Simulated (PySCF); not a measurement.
B3H3O3: core-level calculation

System: B3H3O3.
Method: delta-SCF UKS SCAN, pcX-1 on the ionised atom, pcseg-1 elsewhere, spin-free X2C (PySCF 2.14.0).

Figures and captions count atoms from 1; the log counts them from 0 in places.

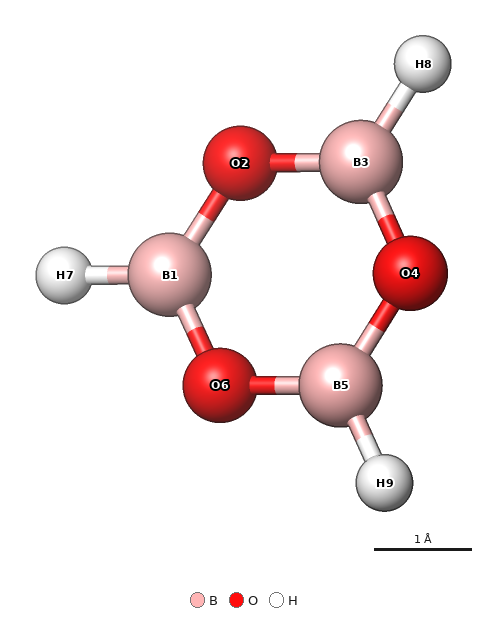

**Figure 1.** The structure (ball-and-stick view, seen at a tilt; atoms are numbered from 1 in the order of the input).

**Summary**

| quantity | value |
| --- | --- |
| outcome | converged |
| hardware | 1 CPU thread, shared host |
| wall time | 8.1 s |
| peak memory | 0.41 GiB |

**The input**
```
{"job": {"kind": "xps", "basis": "pcX-1"}, "charge": 0, "multiplicity": 1}
B      1.310439    -0.672992    -0.240668
O      0.175529    -1.417564    -0.051446
B     -1.016382    -0.810689     0.249972
O     -1.065257     0.554106     0.368152
B      0.062638     1.310839     0.184255
O      1.247033     0.690738    -0.118396
H      2.350884    -1.209822    -0.512621
H     -2.008942    -1.469810     0.408032
H      0.012992     2.507006     0.287040
```

The first line tells a small driver script what to run in PySCF; the rest is the geometry in Å.

Launch command:
```bash
OMP_NUM_THREADS=1 python <driver script> task.json out
```

**The program's output**
```
ground state, core basis on atom 0 (B), 109 functions
  cycle   1  E = -302.13087729  |g| = 9.39e-01
  cycle   2  E = -301.79003545  |g| = 1.63e+00
  cycle   3  E = -302.28789823  |g| = 7.85e-02
  cycle   4  E = -302.28927531  |g| = 1.22e-02
  cycle   5  E = -302.28928963  |g| = 1.03e-02
  cycle   6  E = -302.28930639  |g| = 4.20e-03
  cycle   7  E = -302.28930996  |g| = 9.63e-04
  cycle   8  E = -302.28930963  |g| = 2.08e-04
  E(ground) = -302.30304403 Eh
hole in B 1s of atom 0
  cycle   1  E = -294.61183720  |g| = 1.16e+00
  cycle   2  E = -292.66515450  |g| = 1.96e+00
  cycle   3  E = -294.77334103  |g| = 6.70e-01
  cycle   4  E = -294.94964273  |g| = 3.32e-01
  cycle   5  E = -294.98500501  |g| = 1.49e-01
  cycle   6  E = -294.99300235  |g| = 4.21e-02
  cycle   7  E = -294.99364167  |g| = 1.52e-02
  cycle   8  E = -294.99372791  |g| = 4.15e-03
  cycle   9  E = -294.99373955  |g| = 1.49e-03
  cycle  10  E = -294.99374061  |g| = 1.86e-03
  cycle  11  E = -294.99374141  |g| = 5.98e-04
  cycle  12  E = -294.99374247  |g| = 8.43e-05
  E(ion) = -295.00787135 Eh   <S^2> = 0.7751   hole on atom = 1.000   binding energy = 198.512 eV
ground state, core basis on atom 1 (O), 109 functions
  cycle   1  E = -302.29187343  |g| = 2.75e-02
  cycle   2  E = -302.29175020  |g| = 3.24e-02
  cycle   3  E = -302.29191781  |g| = 1.13e-02
  cycle   4  E = -302.29193678  |g| = 3.15e-03
  cycle   5  E = -302.29193930  |g| = 6.54e-04
  cycle   6  E = -302.29193902  |g| = 1.08e-04
  E(ground) = -302.30241968 Eh
hole in O 1s of atom 1
  cycle   1  E = -281.65399709  |g| = 2.22e+00
  cycle   2  E = -281.15658637  |g| = 2.20e+00
  cycle   3  E = -282.34272594  |g| = 5.64e-01
  cycle   4  E = -282.38426750  |g| = 4.36e-01
  cycle   5  E = -282.45649879  |g| = 4.54e-02
  cycle   6  E = -282.45719942  |g| = 6.36e-03
  cycle   7  E = -282.45721440  |g| = 2.77e-03
  cycle   8  E = -282.45721815  |g| = 1.53e-03
  cycle   9  E = -282.45721905  |g| = 6.30e-04
  cycle  10  E = -282.45721814  |g| = 1.47e-04
  E(ion) = -282.46854389 Eh   <S^2> = 0.7606   hole on atom = 1.000   binding energy = 539.707 eV
```

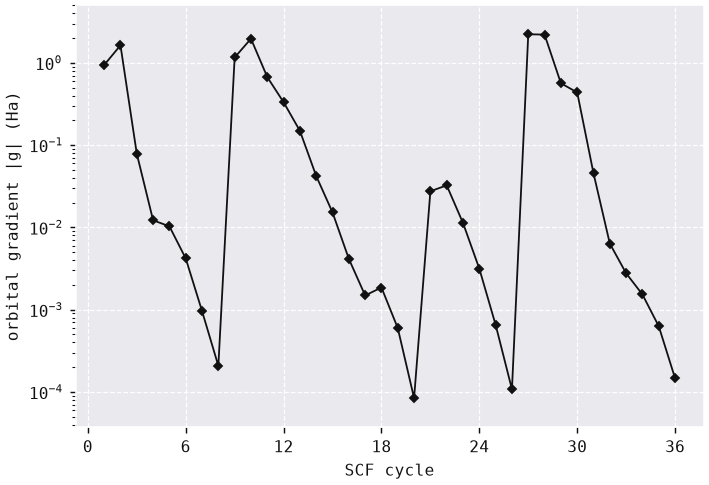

**Figure 2.** Convergence of the self-consistent field: orbital gradient |g| against the SCF cycle. All cycles printed in the log are drawn one after another.
